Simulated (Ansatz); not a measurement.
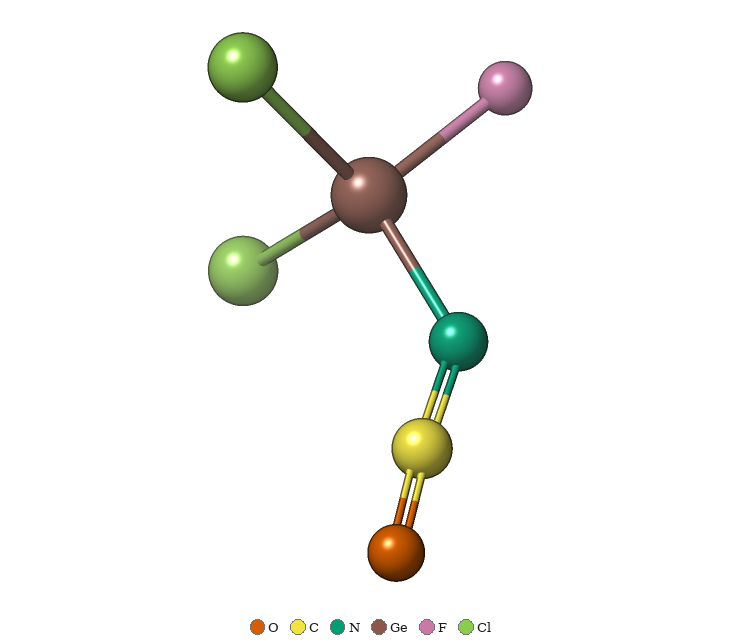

The structure as it stands in the input.

The calculation was set up as follows.

```yaml
crystal:
  periodic: [false, false, false]
  atoms:
    - {symbol: O, position_ang: [-2.260434, 1.297316, 1.380033]}
    - {symbol: C, position_ang: [-1.598896, 0.608669, 0.725544]}
    - {symbol: N, position_ang: [-0.983129, -0.152316, 0.018758]}
    - {symbol: Ge, position_ang: [0.731597, -0.411500, -0.436554]}
    - {symbol: F, position_ang: [0.727100, -1.732471, -1.516743]}
    - {symbol: Cl, position_ang: [1.912191, -0.933923, 1.229697]}
    - {symbol: Cl, position_ang: [1.532770, 1.256226, -1.446534]}
basis:
  gaussian: {orbitals: def2-TZVP}
hamiltonian: {xc: {name: PBEsol}}
```

It was started with:

```sh
ansatz run in.yaml --threads 2 --pin off --events-out ev --progress --plain --max-ram 32768MiB --backend cpu
```

Output:

```
Functional definition: PBEsol
  name "PBEsol"
  cite "Perdew et al., Phys. Rev. Lett. 100, 136406 (2008) doi:10.1103/PhysRevLett.100.136406"
  cite "Perdew, Burke & Ernzerhof, Phys. Rev. Lett. 77, 3865 (1996) doi:10.1103/PhysRevLett.77.3865"
  parent pbesol
  exchange = pbesol_x
  correlation = pbesol_c
1512 factors; their error is unknown
mean field evaluation 1: about -88724.9164 eV, gradient 7.8e1 eV
mean field evaluation 2: about -88690.5204 eV, gradient 1.5e2 eV
mean field evaluation 4: about -88733.9935 eV, gradient 1.5e1 eV
mean field evaluation 8: about -88734.3852 eV, gradient 2.6e-1 eV
mean field evaluation 16: about -88734.3719 eV, gradient 3.3e-4 eV
mean field -88734.37193643 eV, -3260.9280223464 hartree, gradient 4.7e-5 eV, S^2 0.000000; 0 other end points of the search recorded, 0 dependent functions left out
reference -88734.37197292 eV, -3260.9280236872 hartree; 48, 48 occupied and 198, 198 virtual orbitals, 1512 factors
Total energy: -88734.37197292 eV, -3260.9280236872 hartree
```

Self-consistency was reached.
